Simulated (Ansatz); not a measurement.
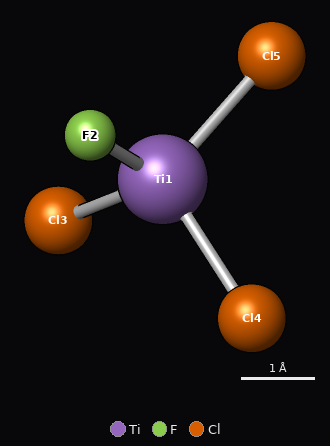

**Figure 1.** The input geometry (ball-and-stick view, seen at a tilt; atoms are numbered from 1 in the order of the input). Sticks mark near contacts.

Run report: TiCl3F, geometry relaxation

System: TiCl3F.
Method: RKS PBE0/def2-SVP (Ansatz 0.2.0).

It belongs to a series of runs on one base structure; here: start relaxed. Figures and captions count atoms from 1; the log counts them from 0 in places.

The input
```yaml
crystal:
  periodic: [false, false, false]
  atoms:
    - { symbol: Ti, position_ang: [0.0, 0.0, 0.0] }
    - { symbol: F, position_ang: [0.0, 0.0, 1.83] }
    - { symbol: Cl, position_ang: [2.2349, 0.0, -0.7892] }
    - { symbol: Cl, position_ang: [-1.1163, 1.9339, -0.7892] }
    - { symbol: Cl, position_ang: [-1.1163, -1.9339, -0.7892] }
basis:
  gaussian: { orbitals: def2-SVP }
hamiltonian:
  xc: pbe0
relax:
  f_tol: 0.02
  max_steps: 40
output:
  orbitals: {}
```

Hardware: 2 threads of Intel Xeon @ 2.50GHz (Skylake/Cascade Lake), 32 GiB of memory available, shared host.

Command:
```bash
ansatz run input.yaml --threads 2 --pin off --max-ram 3072MiB --backend cpu --events-out ev --progress --plain --runs-dir out
```

Log
```
The last accepted step is kept in [file] (removed where the run ends without a failure and the disk answers)
Engine: ansatz 0.2.0, x86_64-unknown-linux-gnu
Functional definition: PBE0
  parameter a = 0.25
  parameter kappa = 0.804
  parameter beta = 0.06672455060314922
  exchange = (1 - a)*pbe_x(kappa = kappa, mu = beta*pi^2/3) + a*exact_x
  correlation = pbe_c(beta = beta)
1048 factors; integrals over basis functions are off by at most 1.6e-4 eV
mean field evaluation 1: about -63360.7753 eV, gradient 5.3e1 eV
mean field evaluation 2: about -62862.6653 eV, gradient 4.6e2 eV
mean field evaluation 4: about -63360.0923 eV, gradient 7.4e1 eV
mean field evaluation 8: about -63369.0275 eV, gradient 4.9e-2 eV
mean field -63369.06524767 eV, -2328.7701947566 hartree, gradient 1.6e-5 eV, S^2 0.000000; 0 other end points of the search recorded, 0 dependent functions left out
the calculation of the forces begins
reference -63369.06532625 eV, -2328.7701976443 hartree; 41, 41 occupied and 58, 58 virtual orbitals, 1048 factors
relax step   1: F+E_penalty+E_count = -63369.06524767 eV  Δ(F+E_penalty+E_count) = +0.000e0 eV  max|allowed force component| = 3.344e0 eV/Å  Δτ_max = 0.0000 Å  (57 SCF iters, accepted)
these checks for a lower state are left out or cut short: starts, cluster_reference, orbital_swaps, neighbouring_geometries, increment
1048 factors; integrals over basis functions are off by at most 2.8e-4 eV
mean field evaluation 16: about -63370.1731 eV, gradient 2.7e-1 eV
mean field -63370.21208978 eV, -2328.8123404267 hartree, gradient 9.1e-6 eV, S^2 0.000000; 0 other end points of the search recorded, 0 dependent functions left out
the calculation of the forces begins
reference -63370.21216936 eV, -2328.8123433514 hartree; 41, 41 occupied and 58, 58 virtual orbitals, 1048 factors
relax step   2: F+E_penalty+E_count = -63370.21208978 eV  Δ(F+E_penalty+E_count) = -1.147e0 eV  max|allowed force component| = 1.189e0 eV/Å  Δτ_max = 0.1979 Å  (34 SCF iters, accepted)
these checks for a lower state are left out or cut short: starts, cluster_reference, orbital_swaps, neighbouring_geometries, increment
1048 factors; integrals over basis functions are off by at most 2.8e-4 eV
mean field -63370.23253646 eV, -2328.8130918285 hartree, gradient 8.6e-6 eV, S^2 0.000000; 0 other end points of the search recorded, 0 dependent functions left out
the calculation of the forces begins
reference -63370.23261628 eV, -2328.8130947618 hartree; 41, 41 occupied and 58, 58 virtual orbitals, 1048 factors
relax step   3: F+E_penalty+E_count = -63370.23253646 eV  Δ(F+E_penalty+E_count) = -2.045e-2 eV  max|allowed force component| = 2.429e-1 eV/Å  Δτ_max = 0.0166 Å  (35 SCF iters, accepted)
these checks for a lower state are left out or cut short: starts, cluster_reference, orbital_swaps, neighbouring_geometries, increment
1048 factors; integrals over basis functions are off by at most 2.8e-4 eV
mean field evaluation 32: about -63370.2329 eV, gradient 4.5e-1 eV
mean field -63370.23336213 eV, -2328.8131221713 hartree, gradient 2.6e-5 eV, S^2 0.000000; 0 other end points of the search recorded, 0 dependent functions left out
the calculation of the forces begins
reference -63370.23344198 eV, -2328.8131251057 hartree; 41, 41 occupied and 58, 58 virtual orbitals, 1048 factors
relax step   4: F+E_penalty+E_count = -63370.23336213 eV  Δ(F+E_penalty+E_count) = -8.257e-4 eV  max|allowed force component| = 2.212e-2 eV/Å  Δτ_max = 0.0043 Å  (28 SCF iters, accepted)
these checks for a lower state are left out or cut short: starts, cluster_reference, orbital_swaps, neighbouring_geometries, increment
1048 factors; integrals over basis functions are off by at most 2.8e-4 eV
mean field -63370.23337773 eV, -2328.8131227447 hartree, gradient 2.4e-5 eV, S^2 0.000000; 0 other end points of the search recorded, 0 dependent functions left out
the calculation of the forces begins
reference -63370.23345758 eV, -2328.8131256791 hartree; 41, 41 occupied and 58, 58 virtual orbitals, 1048 factors
relax step   5: F+E_penalty+E_count = -63370.23337773 eV  Δ(F+E_penalty+E_count) = -1.560e-5 eV  max|allowed force component| = 2.695e-3 eV/Å  Δτ_max = 0.0010 Å  (27 SCF iters, accepted)
1048 factors; integrals over basis functions are off by at most 2.8e-4 eV
mean field evaluation 64: about -63370.2334 eV, gradient 2.4e-5 eV
```

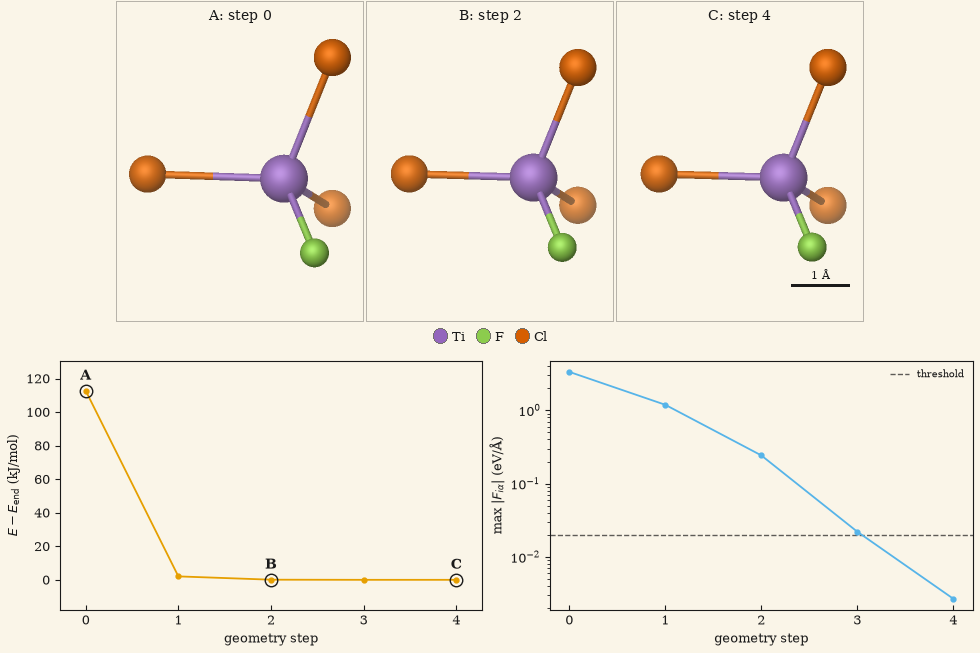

**Figure 2.** Frames of the relaxation (ball-and-stick view, seen at a tilt) above the curves, on which the letters mark them (the first geometry is step 0 here and step 1 in the log).

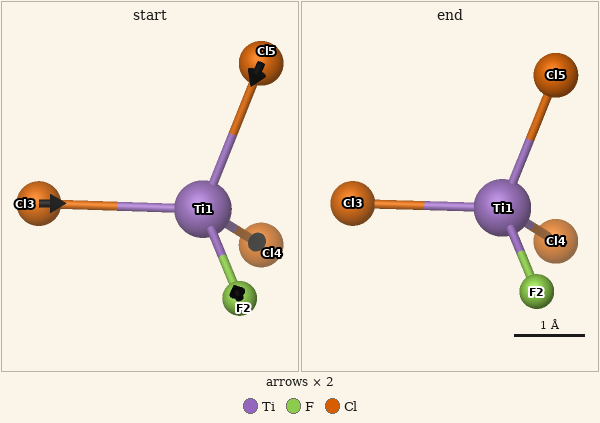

**Figure 3.** Before (left) and after (right) the relaxation, at one scale (ball-and-stick view, seen at a tilt). The black arrows give the displacements, magnified 2 times. The largest moves after the best rigid fit, 0.20 Å, are those of Cl3, Cl4 and Cl5. By element the largest moves are Cl 0.20 Å, F 0.14 Å, Ti 0.03 Å. Among the contacts that change: Ti1–Cl3 2.370 → 2.160 Å, Ti1–F2 1.830 → 1.715 Å. The energy falls by 112.7 kJ/mol in 4 geometry steps. Largest force component: 3.3 eV/Å at the start, 0.0027 eV/Å at the end. (Atoms are counted from 1 in the order of the input.)

```
mean field -63370.23337773 eV, -2328.8131227447 hartree, gradient 2.4e-5 eV, S^2 0.000000; 1 other end points of the search recorded, 0 dependent functions left out
the calculation of the forces begins
reference -63370.23345758 eV, -2328.8131256791 hartree; 41, 41 occupied and 58, 58 virtual orbitals, 1048 factors
Total energy: -63370.23345758 eV, -2328.8131256791 hartree
Atom 0 at     0.000419    -0.000000    -0.025700 Å, force     0.000380    -0.000000    -0.002695 eV/Å
Atom 1 at     0.000294     0.000000     1.689652 Å, force    -0.000192     0.000000     0.000647 eV/Å
Atom 2 at     2.041260    -0.000000    -0.733559 Å, force     0.000588     0.000000     0.000619 eV/Å
Atom 3 at    -1.019836     1.767339    -0.733996 Å, force    -0.000388     0.000650     0.000715 eV/Å
Atom 4 at    -1.019836    -1.767339    -0.733996 Å, force    -0.000388    -0.000650     0.000715 eV/Å
Dipole moment:    -0.000032    -0.000000    -0.028868 e Å
```

Trajectory as extended XYZ (Å, eV, eV/Å), 5 frames, from step=1 to step=5
```
5
Properties=species:S:1:pos:R:3:forces:R:3 step=1 energy=-63369.06525
Ti    0.0000    0.0000    0.0000    0.0106   0.0000   0.7145
F     0.0000    0.0000    1.8300   -0.0005   0.0000  -3.3440
Cl    2.2349    0.0000   -0.7892   -2.4701   0.0000   0.8780
Cl   -1.1163    1.9339   -0.7892    1.2300  -2.1313   0.8757
Cl   -1.1163   -1.9339   -0.7892    1.2300   2.1313   0.8757
5
Properties=species:S:1:pos:R:3:forces:R:3 step=2 energy=-63370.21209
Ti    0.0008    0.0000   -0.0436   -0.0086   0.0000   1.1894
F     0.0001    0.0000    1.7079    0.0014   0.0000  -1.0957
Cl    2.0449    0.0000   -0.7338   -0.0045   0.0000  -0.0323
Cl   -1.0217    1.7703   -0.7341    0.0058  -0.0088  -0.0307
Cl   -1.0217   -1.7703   -0.7341    0.0058   0.0088  -0.0307
5
Properties=species:S:1:pos:R:3:forces:R:3 step=3 energy=-63370.23254
Ti    0.0003    0.0000   -0.0269    0.0011   0.0000   0.2429
F     0.0005    0.0000    1.6947   -0.0007   0.0000  -0.1931
Cl    2.0380    0.0000   -0.7347    0.0470   0.0000  -0.0169
Cl   -1.0183    1.7645   -0.7353   -0.0237   0.0409  -0.0165
Cl   -1.0183   -1.7645   -0.7353   -0.0237  -0.0409  -0.0165
5
Properties=species:S:1:pos:R:3:forces:R:3 step=4 energy=-63370.23336
Ti    0.0005    0.0000   -0.0247   -0.0010   0.0000  -0.0221
F     0.0000    0.0000    1.6905    0.0006   0.0000   0.0048
Cl    2.0413    0.0000   -0.7343   -0.0078   0.0000   0.0060
Cl   -1.0198    1.7674   -0.7345    0.0041  -0.0071   0.0056
Cl   -1.0198   -1.7674   -0.7345    0.0041   0.0071   0.0056
5
Properties=species:S:1:pos:R:3:forces:R:3 step=5 energy=-63370.23338
Ti    0.0004    0.0000   -0.0257    0.0004   0.0000  -0.0027
F     0.0003    0.0000    1.6897   -0.0002   0.0000   0.0006
Cl    2.0413    0.0000   -0.7336    0.0006   0.0000   0.0006
Cl   -1.0198    1.7673   -0.7340   -0.0004   0.0006   0.0007
Cl   -1.0198   -1.7673   -0.7340   -0.0004  -0.0006   0.0007
```

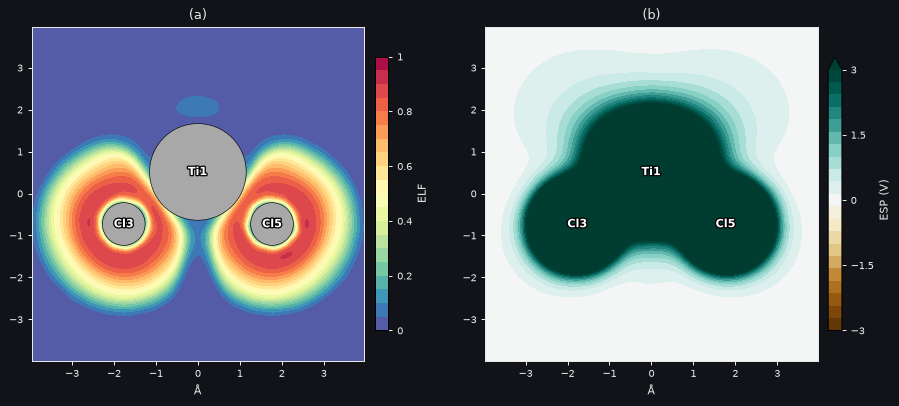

**Figure 4.** (a) ELF; (b) molecular electrostatic potential on the plane of atoms Cl3, Ti1 and Cl5. Grey discs, where drawn, cover atomic cores. Ti–Cl (2.16 Å): the ELF peaks at about 0.85 in the valence shell of Cl, 0.8 Å from its nucleus, and is about 0.40 at the midpoint. The potential has no marked negative region in this plane.

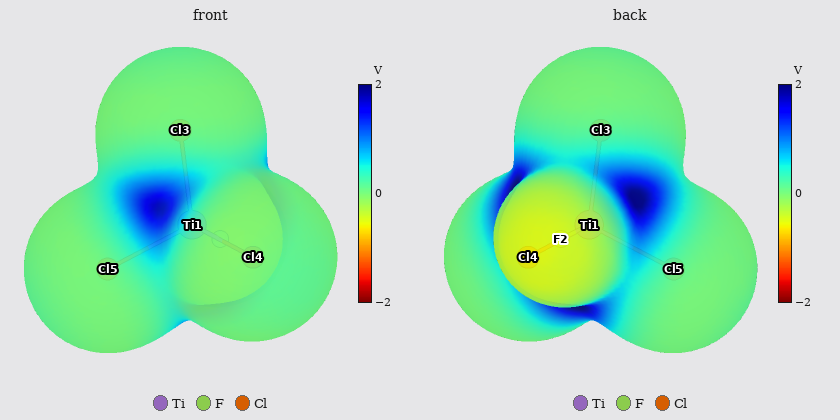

**Figure 5.** The electrostatic potential painted on the density surface at 0.002 e/bohr³, seen at a tilt and from behind; red is negative and blue positive.

Summary

```json
{"quantity": "outcome", "value": "converged"}
{"quantity": "total energy", "value": "−63370.2335 eV"}
{"quantity": "mean-field energy", "value": "−63370.2335 eV"}
{"quantity": "largest force (length of the vector) at the end", "value": "0.003 eV/Å"}
{"quantity": "wall time", "value": "22 s (CPU time 42 s)"}
{"quantity": "peak memory", "value": "0.27 GiB"}
```
